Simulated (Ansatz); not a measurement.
# TiTe2 monolayer (2H): from the cell to its phonons

Aim: the vibrations of TiTe2 monolayer (2H), their spectra, and whether the structure is stable.

Method: DFT PBE, scalar-relativistic, plane waves, PAW, in Ansatz 0.2.0.

## Step 1: Starting point

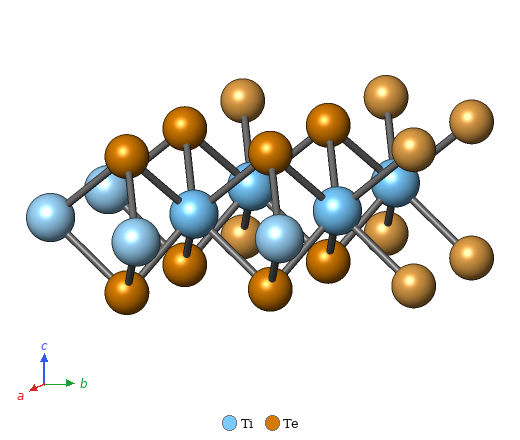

The cell as given, slightly off an axis (titanium blue, tellurium orange). 2×2×1 cells are drawn. Some periodic images of atoms are drawn too.

The cell holds 3 atoms: 1 Ti and 2 Te. Its edges and angles: a = 3.730 Å, b = 3.730 Å, c = 20.000 Å, α = 90.0°, β = 90.0°, γ = 120.0°. Vacuum lies along c.

As a file:

```cif
data_structure
_symmetry_space_group_name_H-M 'P 1'
_symmetry_Int_Tables_number 1
_cell_length_a 3.7300
_cell_length_b 3.7300
_cell_length_c 20.0000
_cell_angle_alpha 90.000
_cell_angle_beta 90.000
_cell_angle_gamma 120.000
_cell_volume 240.98
loop_
_atom_site_label
_atom_site_type_symbol
_atom_site_fract_x
_atom_site_fract_y
_atom_site_fract_z
_atom_site_occupancy
Ti1 Ti 0.33333 0.66667 0.50000 1
Te2 Te 0.66667 0.33333 0.59000 1
Te3 Te 0.66667 0.33333 0.41000 1
```

## Step 2: Relaxation

Harmonic phonons are second derivatives at a point where the forces vanish, and they are wanted at zero stress, so atoms and cell are relaxed first.

The program solves this slab on a cell height of its own, 31.0 Å, in place of the one typed.

Contents of input.yaml:

```yaml
crystal:
  lattice:
    - [3.73, 0.0, 0.0]
    - [-1.865, 3.23027, 0.0]
    - [0.0, 0.0, 20.0]
  atoms:
    - { symbol: Ti, position: [0.333333, 0.666667, 0.5] }
    - { symbol: Te, position: [0.666667, 0.333333, 0.59] }
    - { symbol: Te, position: [0.666667, 0.333333, 0.41] }
  periodic: [true, true, false]
kpoints:
  mp_grid: { grid: [12, 12, 1] }
hamiltonian:
  xc: pbe
scf:
  occupations: { method: gaussian, width: 0.01 }
output:
  forces: true
  stress: true
  eigenvalues: true
  write_density: true
  write_potential: true
  elf: true
  volumetric_format: npy
relax:
  adjacent_minimum: "off"
  f_tol: 0.005
  max_steps: 80
  cell: { stress_2d_tol: 0.02 }
```

Launch:

```bash
$ ansatz run input.yaml --threads 8 --pin off --max-ram 14336MiB --backend cpu --events-out ev --progress --plain --runs-dir out
```

Numbers of over 12 decimals in the logs are rounded to 6 here.

Output:

```text
Warning: crystal.periodic: the lattice vector that does not repeat stood 0.000° off the slab's normal, 20.000 Å along it as the deck builds it. The run solves the slab on a vector along the normal, 31.000 Å long, with every atom where it was (on the deck's vector they left 16.40 Å outside them, and the widest stretch free of ions among them is 1.80 Å). A fractional position that the run reports is one of the run's ce [...]
Warning: the atoms were moved onto the symmetric positions of the space group found under crystal.symmetry.tolerance 1.0e-5 (fractional; no operation is sought that the atoms, as they stand in a round, miss by more than twice it, and no atom is moved by as much as it), and the run uses the moved positions. Before a round's move an operation carried an atom to 4.97e-6 Å from where it should land, the largest such dist [...]
crystal.periodic: the lattice vector that does not repeat stood 0.000° off the slab's normal, 20.000 Å along it as the deck builds it. The run solves the slab on a vector along the normal, 31.000 Å long, with every atom where it was (on the deck's vector they left 16.40 Å outside them, and the widest stretch free of ions among them is 1.80 Å). A fractional position that the run reports is one of the run's cell, which [...]
Engine: ansatz 0.2.0, x86_64-unknown-linux-gnu
Pseudopotentials: kind: paw
Pseudopotential: Ti, paw, valence charge 12, recommended cutoff 420 eV (normal), Ti.paw.azcp
Pseudopotential: Te, paw, valence charge 16, recommended cutoff 420 eV (normal), Te.paw.azcp
Functional definition: PBE
  parameter kappa = 0.804
  parameter beta = 0.066725
  exchange = pbe_x(kappa = kappa, mu = beta*pi^2/3)
  correlation = pbe_c(beta = beta)
Crystal: 3 atoms, lattice volume = 373.516 Å³
Basis set: ecut = 420 eV, 7363 PW (Γ), exchange–correlation on 50×50×432 points (8 copies of the dense FFT grid, shifted against one another)
Bands: 27, of which v1, the nominal top of the filled ones, is band 22 counted from 1 (21 counted from 0)
Symmetry: 12 space group operations
Space group: P-6m2 (ITA 187), of the structure as read, at distance tolerance 7.2e-5 Å
k-points: 19 of 144 (time reversal used)
Non-local potential: Ti, projectors of the file, l = 0: 3, l = 1: 2, l = 2: 3, l = 3: 1
Non-local potential: Te, projectors of the file, l = 0: 2, l = 1: 2, l = 2: 2, l = 3: 2
PAW form: soft (Blöchl's): semilocal exchange-correlation on the pseudo side does not see the compensation charge
PAW one-centre angular grid: Ti, 590 points (default); XC on 64 Gauss nodes
PAW one-centre angular grid: Te, 590 points (default); XC on 64 Gauss nodes
Initial density: superposition of atomic densities (neutral atoms: chi_scale 0, normalization atom), corrected by the library's trained network
Initial wavefunctions: pseudopotential atomic-orbital guess
Functional: x = pbe(κ = 0.804, μ = 0.219515), c = pbe(β = 0.066725)
SCF iter   1: F=—  HF=-16461.360086 eV  |F-HF|=—  |Δ(HF+E_count)|=         —  Δρ=3.50e-3  dr2=1.10e-1  ethr=1.77e-3  ⟨swp⟩=14.6  Hψ=3421  notcnv=0
preconditioner: auto → Resta (q_TF=auto, 1.910 Å⁻¹)  ε∞=2.6  [insulator: Δε(μ)=0.164 eV  Ē_g=6.101 eV  σ=0.010 eV  W_gap=1.00  n_scr=18 (ndim 8)  ℏωp=7.7 eV  f_vac=0.752  D(μ)=0.00/eV (n_scr^D=0)  ε∞_Penn≈2.6  vacuum switching on, ρ_ref=2.7e-3 e/Å³]
SCF iter   2: F=—  HF=-16461.378474 eV  |F-HF|=—  |Δ(HF+E_count)|=   1.84e-2  Δρ=6.54e-3  dr2=3.46e-1  ethr=2.50e-4  ⟨swp⟩=4.2  Hψ=1155  notcnv=0  defer=19  recentre
SCF iter   3: F=—  HF=-16461.351703 eV  |F-HF|=—  |Δ(HF+E_count)|=   2.68e-2  Δρ=2.38e-3  dr2=4.61e-2  ethr=2.50e-4  ⟨swp⟩=3.4  Hψ=772  notcnv=0  defer=19
SCF iter   4: F=—  HF=-16461.349169 eV  |F-HF|=—  |Δ(HF+E_count)|=   2.53e-3  Δρ=1.42e-3  dr2=5.58e-3  ethr=1.05e-4  ⟨swp⟩=2.9  Hψ=737  notcnv=0  defer=19
SCF iter   5: F=—  HF=-16461.350623 eV  |F-HF|=—  |Δ(HF+E_count)|=   1.45e-3  Δρ=2.28e-4  dr2=2.50e-4  ethr=1.27e-5  ⟨swp⟩=3.6  Hψ=1103  notcnv=0  defer=19
SCF iter   6: F=—  HF=-16461.350672 eV  |F-HF|=—  |Δ(HF+E_count)|=   4.88e-5  Δρ=1.30e-4  dr2=6.03e-5  ethr=5.68e-7  ⟨swp⟩=3.4  Hψ=884  notcnv=0  defer=19
SCF iter   7: F=—  HF=-16461.350720 eV  |F-HF|=—  |Δ(HF+E_count)|=   4.76e-5  Δρ=3.63e-5  dr2=4.27e-6  ethr=1.37e-7  ⟨swp⟩=3.2  Hψ=1065  notcnv=0  defer=19
SCF iter   8: F=—  HF=-16461.350719 eV  |F-HF|=—  |Δ(HF+E_count)|=   8.77e-7  Δρ=1.15e-5  dr2=6.84e-7  ethr=9.71e-9  ⟨swp⟩=3.9  Hψ=1143  notcnv=0  defer=19
iter 9 did not close the SCF: its close was put off until two iterations running show no level that it waits for move by more than its bar (scf_convergence_deferred on its scf_iter line)
SCF iter   9: F=-16461.350719 eV  HF=-16461.350719 eV  |F-HF|=2.77e-8  |Δ(HF+E_count)|=   1.34e-7  Δρ=1.92e-6  dr2=4.36e-8  ethr=2.27e-10  ⟨swp⟩=20.6  Hψ=5579  notcnv=0
SCF iter  10: F=-16461.350719 eV  HF=-16461.350719 eV  |F-HF|=1.26e-9  |Δ(HF+E_count)|=   1.24e-9  Δρ=4.35e-7  dr2=1.07e-9  ethr=9.91e-11  ⟨swp⟩=9.4  Hψ=3354  notcnv=0
SCF 1 converged in 10 iterations: F = -16461.350719 eV  dr2 = 1.07e-9
  greatest PAW one-centre occupation: 0.999 electrons in one spin orbital (limit 2), on the Ti atom at site 0 (counted from 0), in its partial waves of l = 0
relax step   1: F+E_penalty+E_count = -16461.35071886 eV  Δ(F+E_penalty+E_count) = +0.000e0 eV  max|allowed force component| = 8.795e-2 eV/Å  Δτ_max = 0.0000 Å  P = +0.233 N/m  Ω = 373.516 Å³  fix = [c, alpha, beta]  reactions: c +0.000 N/m  (10 SCF iters, dr2 threshold 1.00e-7 eV, accepted)
Crystal: 3 atoms, lattice volume = 377.804 Å³
Basis set: ecut = 420 eV, 7423 PW (Γ), exchange–correlation on 50×50×432 points (8 copies of the dense FFT grid, shifted against one another)
Initial density: handed on by an earlier stage of this run
Initial wavefunctions: those handed on with the density
iter 1 solved again at ethr=4.77e-6 eV; its pass at ethr=3.10e-3 eV (dr2=2.10e-3 eV) is discarded
SCF iter   1: F=—  HF=-16461.348536 eV  |F-HF|=—  |Δ(HF+E_count)|=         —  Δρ=7.89e-4  dr2=2.25e-3  ethr=4.77e-6  ⟨swp⟩=3.3  Hψ=4022  notcnv=0
preconditioner: auto → Resta (q_TF=auto, 1.907 Å⁻¹)  ε∞=2.6  [insulator: Δε(μ)=0.216 eV  Ē_g=6.065 eV  σ=0.010 eV  W_gap=1.00  n_scr=18 (ndim 8)  ℏωp=7.6 eV  f_vac=0.752  D(μ)=0.00/eV (n_scr^D=0)  ε∞_Penn≈2.6  vacuum switching on, ρ_ref=2.7e-3 e/Å³]
SCF iter   2: F=—  HF=-16461.348610 eV  |F-HF|=—  |Δ(HF+E_count)|=   7.39e-5  Δρ=7.45e-4  dr2=4.20e-3  ethr=4.77e-6  ⟨swp⟩=3.6  Hψ=1021  notcnv=0
SCF iter   3: F=—  HF=-16461.348351 eV  |F-HF|=—  |Δ(HF+E_count)|=   2.59e-4  Δρ=4.80e-4  dr2=1.43e-3  ethr=4.77e-6  ⟨swp⟩=3.2  Hψ=840  notcnv=0
[...]
SCF iter   4: F=—  HF=-16461.352516 eV  |F-HF|=—  |Δ(HF+E_count)|=   4.21e-5  Δρ=1.25e-4  dr2=4.53e-5  ethr=1.08e-6  ⟨swp⟩=1.9  Hψ=603  notcnv=0
SCF iter   5: F=—  HF=-16461.352511 eV  |F-HF|=—  |Δ(HF+E_count)|=   4.73e-6  Δρ=2.25e-5  dr2=2.63e-6  ethr=1.03e-7  ⟨swp⟩=3.9  Hψ=1083  notcnv=0
SCF iter   6: F=—  HF=-16461.352561 eV  |F-HF|=—  |Δ(HF+E_count)|=   4.96e-5  Δρ=7.58e-6  dr2=2.85e-7  ethr=5.97e-9  ⟨swp⟩=2.9  Hψ=998  notcnv=0
SCF iter   7: F=—  HF=-16461.352561 eV  |F-HF|=—  |Δ(HF+E_count)|=   9.42e-8  Δρ=1.65e-6  dr2=1.59e-8  ethr=6.48e-10  ⟨swp⟩=2.9  Hψ=1035  notcnv=0
SCF iter   8: F=—  HF=-16461.352561 eV  |F-HF|=—  |Δ(HF+E_count)|=   2.79e-8  Δρ=5.81e-7  dr2=1.71e-9  ethr=3.62e-11  ⟨swp⟩=3.0  Hψ=839  notcnv=0
SCF iter   9: F=—  HF=-16461.352561 eV  |F-HF|=—  |Δ(HF+E_count)|=   5.37e-9  Δρ=1.15e-7  dr2=5.77e-11  ethr=3.88e-12  ⟨swp⟩=3.2  Hψ=1085  notcnv=0
SCF iter  10: F=—  HF=-16461.352561 eV  |F-HF|=—  |Δ(HF+E_count)|=  6.26e-10  Δρ=3.15e-8  dr2=6.45e-12  ethr=1.00e-12  ⟨swp⟩=1.8  Hψ=628  notcnv=0
SCF iter  11: F=-16461.352561 eV  HF=-16461.352561 eV  |F-HF|=2.18e-11  |Δ(HF+E_count)|=  8.00e-11  Δρ=8.99e-9  dr2=4.63e-13  ethr=1.00e-12  ⟨swp⟩=10.1  Hψ=2991  notcnv=0
SCF 3 converged in 11 iterations: F = -16461.352561 eV  dr2 = 4.63e-13
relax step   3: F+E_penalty+E_count = -16461.35256075 eV  Δ(F+E_penalty+E_count) = -1.842e-3 eV  max|allowed force component| = 1.294e-2 eV/Å  Δτ_max = 0.0136 Å  P = +0.118 N/m  Ω = 376.056 Å³  energy of the carried Pulay correction = -7.803e-5 eV  fix = [c, alpha, beta]  reactions: c +0.000 N/m  (11 SCF iters, accepted)
[...]
relax step   4: F+E_penalty+E_count = -16461.35263905 eV  Δ(F+E_penalty+E_count) = -7.829e-5 eV  max|allowed force component| = 4.209e-3 eV/Å  Δτ_max = 0.0001 Å  P = +0.051 N/m  Ω = 376.608 Å³  energy of the carried Pulay correction = -9.491e-5 eV  fix = [c, alpha, beta]  reactions: c +0.000 N/m  (6 SCF iters, dr2 threshold 1.89e-8 eV, accepted)
[...]
relax step   5: F+E_penalty+E_count = -16461.35264837 eV  Δ(F+E_penalty+E_count) = -9.318e-6 eV  max|allowed force component| = 1.243e-4 eV/Å  Δτ_max = 0.0002 Å  P = +0.003 N/m  Ω = 377.028 Å³  energy of the carried Pulay correction = -1.078e-4 eV  fix = [c, alpha, beta]  reactions: c +0.000 N/m  (6 SCF iters, dr2 threshold 3.52e-9 eV, accepted)
Basis set: ecut = 420 eV, 7399 PW (Γ), exchange–correlation on 54×54×432 points (8 copies of the dense FFT grid, shifted against one another)
Initial wavefunctions: pseudopotential atomic-orbital guess (no wavefunctions were taken with the density)
iter 1 solved again at ethr=8.73e-7 eV; its pass at ethr=3.10e-3 eV (dr2=3.84e-4 eV) is discarded
SCF iter   1: F=—  HF=-16461.351094 eV  |F-HF|=—  |Δ(HF+E_count)|=         —  Δρ=6.57e-5  dr2=3.49e-7  ethr=8.73e-7  ⟨swp⟩=5.2  Hψ=5270  notcnv=0
eigensolver tolerance schedule: the retry pair's looser diagonalisation over-reported the residual by 1099.82 of it (diagonalisation noise at 0.45 of the residual, at the tolerance the schedule requests for it); recorded, not acted on — ethr = c·dr2/N_el stays at c = 1.0e-1
preconditioner: auto → Resta (q_TF=auto, 1.907 Å⁻¹)  ε∞=2.6  [insulator: Δε(μ)=0.181 eV  Ē_g=6.040 eV  σ=0.010 eV  W_gap=1.00  n_scr=18 (ndim 8)  ℏωp=7.6 eV  f_vac=0.750  D(μ)=0.00/eV (n_scr^D=0)  ε∞_Penn≈2.6  vacuum switching on, ρ_ref=2.6e-3 e/Å³]
SCF iter   2: F=—  HF=-16461.352158 eV  |F-HF|=—  |Δ(HF+E_count)|=   1.06e-3  Δρ=3.29e-5  dr2=8.67e-8  ethr=7.93e-10  ⟨swp⟩=4.6  Hψ=1368  notcnv=0
SCF iter   3: F=—  HF=-16461.352743 eV  |F-HF|=—  |Δ(HF+E_count)|=   5.85e-4  Δρ=2.33e-6  dr2=1.98e-8  ethr=1.97e-10  ⟨swp⟩=3.8  Hψ=798  notcnv=0
SCF iter   4: F=—  HF=-16461.352750 eV  |F-HF|=—  |Δ(HF+E_count)|=   7.44e-6  Δρ=2.12e-6  dr2=3.36e-8  ethr=4.49e-11  ⟨swp⟩=3.1  Hψ=803  notcnv=0
SCF iter   5: F=—  HF=-16461.352752 eV  |F-HF|=—  |Δ(HF+E_count)|=   1.85e-6  Δρ=8.63e-7  dr2=5.08e-9  ethr=4.49e-11  ⟨swp⟩=1.9  Hψ=607  notcnv=0
SCF iter   6: F=—  HF=-16461.352753 eV  |F-HF|=—  |Δ(HF+E_count)|=   7.36e-7  Δρ=1.62e-7  dr2=1.77e-10  ethr=1.15e-11  ⟨swp⟩=2.4  Hψ=676  notcnv=0
SCF iter   7: F=—  HF=-16461.352753 eV  |F-HF|=—  |Δ(HF+E_count)|=   1.10e-7  Δρ=3.51e-8  dr2=9.39e-12  ethr=1.00e-12  ⟨swp⟩=2.4  Hψ=715  notcnv=0
SCF iter   8: F=-16461.352753 eV  HF=-16461.352753 eV  |F-HF|=4.00e-10  |Δ(HF+E_count)|=   8.49e-9  Δρ=1.46e-8  dr2=7.65e-13  ethr=1.00e-12  ⟨swp⟩=10.2  Hψ=2833  notcnv=0
SCF 6 converged in 8 iterations: F = -16461.352753 eV  dr2 = 7.65e-13
relax step   6: F+E_penalty+E_count = -16461.35275275 eV  Δ(F+E_penalty+E_count) = -1.044e-4 eV  max|allowed force component| = 1.473e-4 eV/Å  Δτ_max = 0.0000 Å  P = +0.003 N/m  Ω = 377.028 Å³  fix = [c, alpha, beta]  reactions: c +0.000 N/m  stress off target by 2.87e-3 N/m on what of the cell is left free  SCF on the basis re-selected at this cell (its energy is not comparable with the rows above)  (8 SCF iters)
basis re-selected at this cell: Δ(F+E_penalty+E_count) = -1.044e-4 eV, ΔP = -0.000 N/m vs the last step (what re-selecting the basis moved, of the pressure what is left beyond the Pulay correction that the steps carried, after the strain that the cell walked since its last selection, with what the two solves' SCF thresholds leave and, on support functions, any second-order correction that the steps lacked; it is no measure of the basis error at this ecutwfc). The dense FFT grid was sized anew with the basis: this SCF ran on 27×27×216 points, the steps before it on 25×25×216, so part of this shift can come from that change (see relax.cell in the input reference). [rest of the remark cut]
SCF converged after 8 iterations
Free energy (F): -16461.352753 eV
Harris-Foulkes:  -16461.352753 eV  (|F-HF|=4.00e-10)
Internal energy: -16461.352753 eV  (E = F + TS)
E sigma→0 (E₀):  -16461.352753 eV
Fermi energy:    -5.221215 eV
--- Per-component energies (eV) ---
  E_band       = -1331.225055
  E_kinetic    = 632.445940
  E_local      = -88372.777839  (includes V_loc(G=0)·N_el)
  E_nonlocal   = -611.707410
  E_hartree    = 44140.990673
  E_xc         = -345.845219
  E_vxc        = -329.894376  (∫ρ·V_xc dr)
  E_paw        = -10372.627734  (= ΣΔE_a)
  E_vpaw       = -931.272506  (= ΣTr[D̂ρ^β])
  E_aug_tail   = -0.000240  (compensation charges beyond the density's cutoff)
  E_ewald      = 38468.169077
  E_smearing   = -0.000000  (= −TS)
  E_closure    = -0.000000  (closes the sum)
  Σ components = -16461.352753   (vs F -16461.352753, Δ=0.00e0)
--- Forces (eV/Å), atoms counted from 1 ---
  atom   1  Ti    -0.00000000    -0.00000000     0.00000000
  atom   2  Te    -0.00000000     0.00000000    -0.00014729
  atom   3  Te    -0.00000000     0.00000000     0.00014729
  max |Σ_I F_I| component: 6.25e-17 eV/Å
--- 2D stress c σ (N/m, compression-positive) ---
        0.002873       0.000000       0.000000
        0.000000       0.002873       0.000000
        0.000000       0.000000       0.000000
  P = ½ c Tr σ = 0.0029 N/m
--- Band table (eV; the first three rows and the last of 19) ---
  k-point 0: bands = [... 18 lower, -6.0417, -6.0417, -5.3116, -5.3116, -4.4290, -2.5098, -2.5098, -2.3720, ... 1 higher]
  k-point 1: bands = [... 18 lower, -6.2926, -6.0113, -5.4233, -5.4120, -4.4606, -2.7880, -2.7090, -2.5160, ... 1 higher]
  k-point 2: bands = [... 18 lower, -6.5212, -5.9294, -5.7239, -5.6960, -4.5963, -3.1631, -3.0949, -2.8503, ... 1 higher]
  k-point 18: bands = [... 18 lower, -8.4446, -7.6615, -7.6453, -5.9876, -4.4783, -3.7782, -3.0212, -2.9917, ... 1 higher]
--- Relaxed structure (5 steps of the walk, 4 accepted, 1 SCFs on fresh bases) ---
  F+E_penalty+E_count = -16461.35275275 eV   max|allowed force component| = 1.473e-4 eV/Å   (the final SCF, on the basis selected at the relaxed cell)
  cell:  # Å, volume = 377.0282 Å³
    - [3.747492, 0, 0]
    - [-1.873746, 3.245423, 0]
    - [0, 0, 31.0]
  atoms:
    - { symbol: Ti, position: [0.333333, 0.666667, 0.322581] }
    - { symbol: Te, position: [0.666667, 0.333333, 0.380203] }
    - { symbol: Te, position: [0.666667, 0.333333, 0.264958] }
```

The job ended after 20 s (8 threads of AMD EPYC 7R43, shared host; peak memory 1.1 GiB; 2.3 min of CPU time).

Step by step:

```tsv
step	energy less that of the first step (eV)	largest force component (eV/Å)	volume (Å³)
1	0.0000	0.0880	373.52
2	0.0024	0.2122	377.80
3	-0.0018	0.0129	376.06
4	-0.0019	0.0042	376.61
5	-0.0019	0.0001	377.03
6*	-0.0020	0.0001	377.03
```

Relaxation steps marked * repeat the geometry before them on a plane-wave basis chosen anew for their cell, so energy and pressure can jump there. Relaxation step 2 was tried and not accepted.

The run keeps the 12 symmetry operations that it works with, so distortions that break them were not tested.

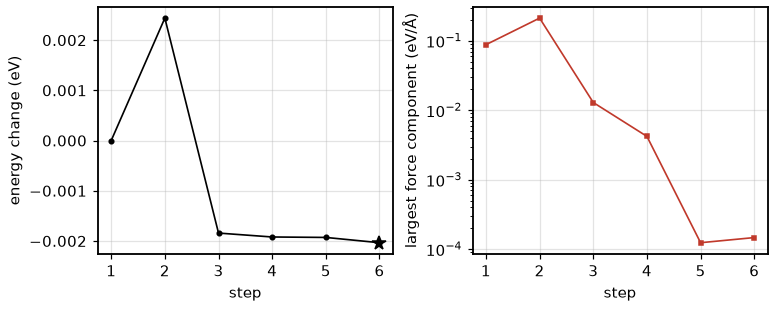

Energy and largest force along the relaxation. Stars mark steps on a basis chosen anew.

```tsv
cell as run	before	after	change
a (Å)	3.730	3.747	+0.5 %
b (Å)	3.730	3.747	+0.5 %
```

The atoms that moved most (Å, along periodic axes as changes of fractional coordinates times the final cell, across vacuum about the mean position):

```tsv
atom	dx	dy	dz	length
Te2	0.000	0.000	-0.014	0.014
Te3	0.000	0.000	0.014	0.014
```

Final coordinates:

```xyz
3
Lattice="3.7475 0.0000 0.0000 -1.8737 3.2454 0.0000 0.0000 0.0000 31.0000" Properties=species:S:1:pos:R:3
Ti    0.0000    2.1636   10.0000
Te    1.8737    1.0818   11.7863
Te    1.8737    1.0818    8.2137
```

Numbers from this step:

```yaml
gap_on_the_k_mesh: 0.1814 eV
direct_gap_on_mesh: 0.5316 eV
area_per_atom: 4.054 Å²
```

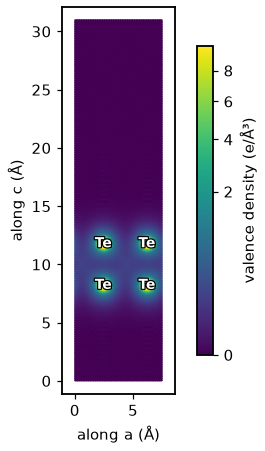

Valence density in the ac plane at fractional y = 0.333, with atoms of Te within 0.2 Å of it. It is the smooth field of the valence electrons, not physical close to the nuclei. The colour scale is stretched toward low values.

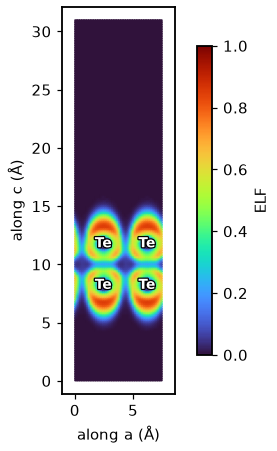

ELF in the ac plane at fractional y = 0.333, with atoms of Te within 0.2 Å of it. It is the smooth field of the valence electrons, not physical close to the nuclei.

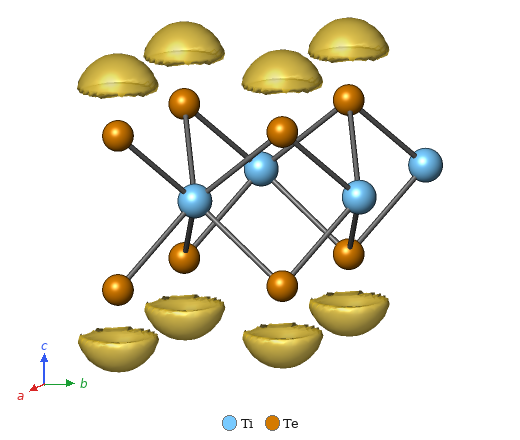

Surface of ELF = 0.77. 2×2×1 cells are drawn.

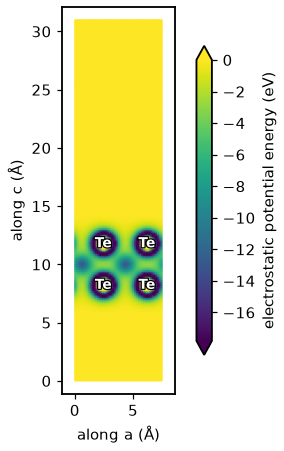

Electrostatic potential energy in the ac plane at fractional y = 0.333, with atoms of Te within 0.2 Å of it. With pseudopotentials it is smooth inside the atoms' cores, unlike the true potential.

The cell grew by 0.5 % in its periodic edges. From the first step to the last the energy fell by 0.002 eV, across changes of basis, and the largest move was 0.014 Å (Te2 and 1 other atom alike).

(Part 1 of 2 ends here.)

[Logs are printed without paths, hosts, clocks, repeated set-up lines and the standing remarks that a program may print on its own settings, such as how far it seeks lower states.]

[Hosts, paths, dates, database ids (printed as entryN), source tags and the programs' standing remarks are cut or masked in the printed files.]
